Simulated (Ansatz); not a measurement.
## A computed series for BN: response to strain

Start from BN in the wurtzite structure (space group P6_3mc, No. 186; a = 2.523 Å, c = 4.175 Å). Axes: x lies along a and z along c of the hexagonal cell.

Strains are applied to the cell and any free atomic positions relax.

All numbers come from LDA in Ansatz (plane waves to 420 eV, PAW, spin-orbit coupling left out).

Notes on the quantities. pressure: mean of the normal stresses, compression positive.

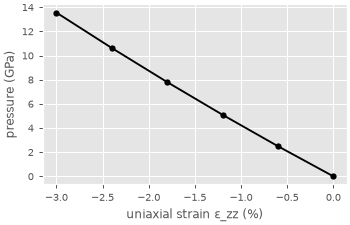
*Pressure against uniaxial strain ε_zz*

| uniaxial strain ε_zz (%) | pressure |
|---|---|
| -3 | 13.56 GPa |
| -2.4 | 10.63 GPa |
| -1.8 | 7.80 GPa |
| -1.2 | 5.09 GPa |
| -0.6 | 2.49 GPa |

No phonon test of stability was made.

Ansatz is a first-principles code.
